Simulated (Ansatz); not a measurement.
# Calculations on C3H6FN

### Relaxation

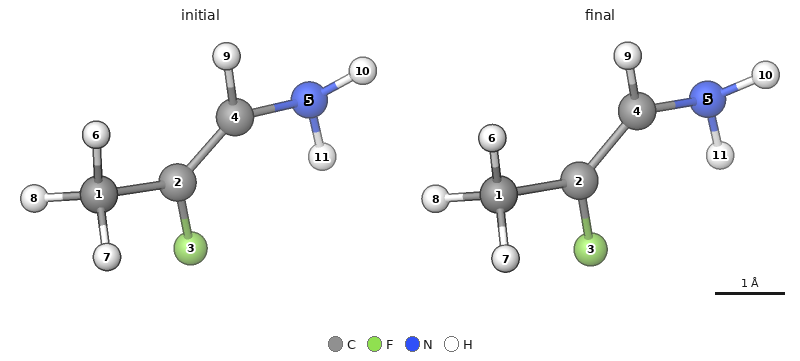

The structure of C$_{3}$H$_{6}$FN before (left) and after (right) a relaxation, at one scale.

A ball-and-stick model, seen from a free direction.

The run prepares an end point of a later path (inversion) calculation, from a guessed geometry.

These are results of Ansatz 0.2.0, RHF/def2-SVP, not measurements. Set-up: no spin polarisation; force threshold 0.015 eV/Å; at most 40 steps.

Q: Describe what moved and what it gained.

A: Over 6 geometry steps the energy falls by 45.0 kJ/mol. The largest force component goes from 7.3 to 0.013 eV/Å. The largest move after the best rigid fit is that of C4, 0.10 Å. Largest moves by element: C 0.10 Å, H 0.09 Å, F 0.08 Å, N 0.03 Å. Near-neighbour distances that change, for instance: C4–H9 1.159 → 1.082 Å, C1–H6 1.164 → 1.089 Å, C2–C4 1.269 → 1.320 Å, C1–H8 1.058 → 1.092 Å. Among the angles between lasting bonds that change: N5–C4–H9 109.6° → 115.9°, H10–N5–H11 115.9° → 110.7°, H6–C1–H7 103.9° → 108.7°. Cost: 26 s on 1 thread of Intel(R) Xeon(R) Platinum 8259CL CPU @ 2.50GHz (Skylake/Cascade Lake), on a shared host, peak memory 0.2 GiB.

### Relaxation

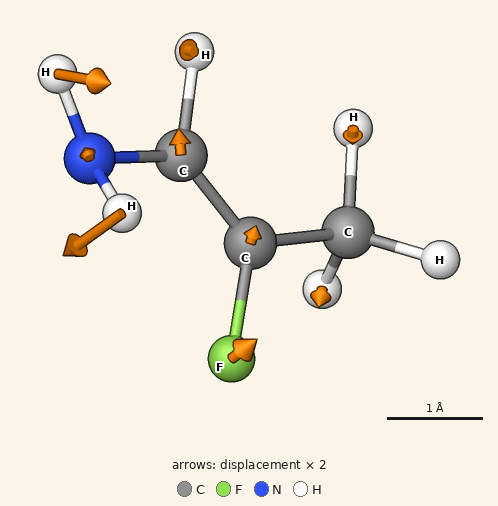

This is a relaxation of C$_{3}$H$_{6}$FN. The starting structure is drawn; orange arrows show the displacements, magnified 2 times. The two geometries are superimposed by the best rigid fit.

The picture is a ball-and-stick view, seen from a free direction.

The run prepares an end point of a later path (inversion) calculation, from a guessed geometry.

Computed with RHF/def2-SVP (Ansatz). Set-up: no spin polarisation; force threshold 0.015 eV/Å; at most 40 steps.

Atoms of which element are displaced furthest, and by how much?

Answer. Hydrogen: up to 0.48 Å, against 0.21 Å for fluorine.

What did the optimiser do to the structure, and how much energy did it gain?

Answer. The largest move after the best rigid fit is that of an H atom, 0.48 Å. Largest moves by element: H 0.48 Å, F 0.21 Å, C 0.15 Å, N 0.08 Å. Some distances before and after: C–H 1.159 → 1.082 Å, C–C 1.269 → 1.320 Å, C–H 1.058 → 1.092 Å, C–H 1.115 → 1.092 Å. Among the angles between lasting bonds that change: N–C–H 109.6° → 115.9°, H–N–H 115.9° → 110.6°, C–C–N 130.5° → 125.7°. Groups turn about C–N by about 35°. After 9 geometry steps the energy has fallen by 55.2 kJ/mol. The largest force component goes from 7.4 to 0.01 eV/Å. Cost: 34 s on 1 thread of Intel(R) Xeon(R) Platinum 8259CL CPU @ 2.50GHz (Skylake/Cascade Lake), with other jobs on the host, peak memory 0.21 GiB.

### Path

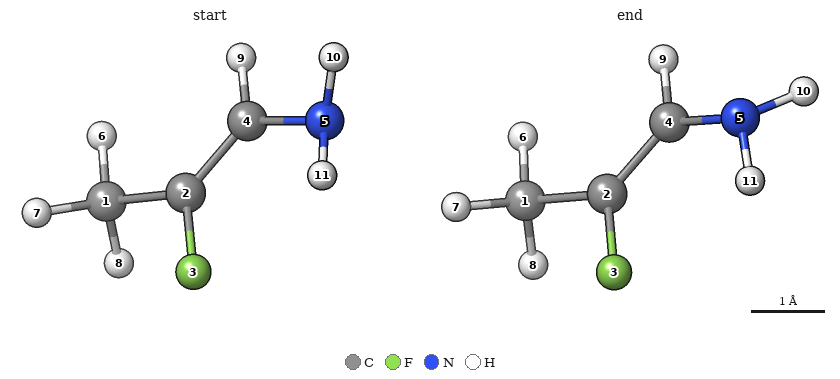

The two relaxed end points of a path for C3H6FN. The picture is a ball-and-stick view, seen from a free direction.

These are results of RHF/def2-SVP in Ansatz, not measurements.

Set-up: 7 movable images; climbing image; force threshold 0.05 eV/Å; iteration limit 50.

Start:
```xyz
11

C     0.6871    1.1676    1.0731
C     0.4249    0.0278    0.1519
F     1.5349   -0.6694   -0.1458
C    -0.7251   -0.3693   -0.3609
N    -0.9165   -1.5056   -1.1443
H    -0.2308    1.7152    1.2800
H     1.4137    1.8552    0.6347
H     1.1002    0.8109    2.0193
H    -1.6167    0.1920   -0.1162
H    -1.5457   -1.3637   -1.9103
H    -0.0605   -1.9177   -1.4609
```

End:
```xyz
11

C     0.6789    1.1424    1.1049
C     0.4298    0.0436    0.1314
F     1.5304   -0.6825   -0.1294
C    -0.6919   -0.2656   -0.4925
N    -0.8352   -1.2509   -1.4676
H    -0.2371    1.6957    1.3041
H     1.4282    1.8371    0.7188
H     1.0571    0.7402    2.0473
H    -1.5743    0.3237   -0.2823
H    -1.6789   -1.7830   -1.3775
H    -0.0415   -1.8577   -1.5365
```

**What barrier does the band find between them, and by what path?**

The barrier is about 0.085 eV in both directions, with image 4 at the top; the ends have the same energy. The motion is an umbrella inversion at N5. No bond forms or breaks between the ends. Bond angles that change up to the highest image, for instance: H10–N5–H11 110.7° → 118.7°, C4–N5–H10 113.6° → 120.9°. The band converged in 7 iterations. The largest component of the band force went from 7.3 to 0.022 eV/Å. The climbing image converged on the top of the path. Its vibrational analysis gives one imaginary mode (545i cm⁻¹), as a transition state must have.

Energies of the converged images:

```json
{"image": "0", "path (Å)": "0.00", "E (eV)": "0.000"}
{"image": "1", "path (Å)": "0.13", "E (eV)": "0.004"}
{"image": "2", "path (Å)": "0.27", "E (eV)": "0.020"}
{"image": "3", "path (Å)": "0.40", "E (eV)": "0.059"}
{"image": "4", "path (Å)": "0.53", "E (eV)": "0.085"}
{"image": "5", "path (Å)": "0.67", "E (eV)": "0.058"}
{"image": "6", "path (Å)": "0.80", "E (eV)": "0.019"}
{"image": "7", "path (Å)": "0.94", "E (eV)": "0.004"}
{"image": "8", "path (Å)": "1.07", "E (eV)": "0.000"}
```

The geometry at the top of the path:

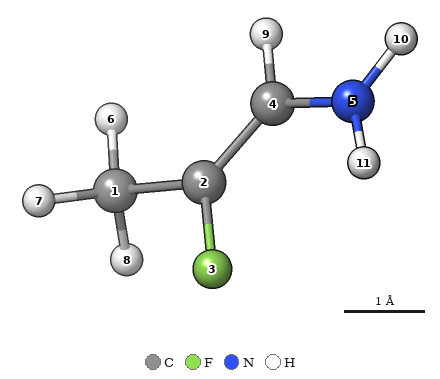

The run took 3.1 min on 1 thread of Intel(R) Xeon(R) Platinum 8259CL CPU @ 2.50GHz (Skylake/Cascade Lake), with other jobs on the host, peak memory 0.22 GiB.
